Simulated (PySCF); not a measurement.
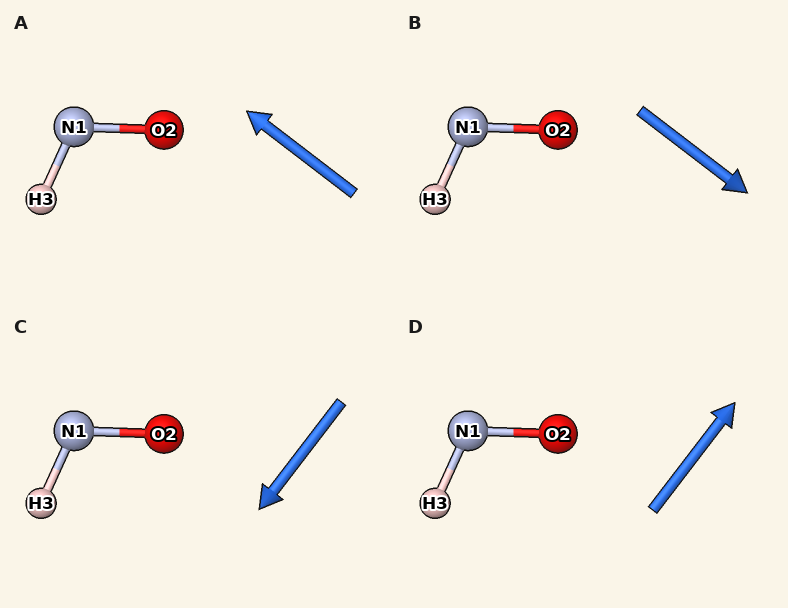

The same molecule four times, each with an arrow. The computed structure is the end point of a GFN2-xTB optimisation. No frequency run is at hand to confirm it as a minimum. Method: PBE0/pcSseg-1, gas phase (PySCF 2.14.0).

### Which arrow points along the dipole moment, from the negative to the positive end?

C. The dipole moment is 1.86 D; it points from the side of O2 to the side of H3 (the outermost atoms at the two ends).
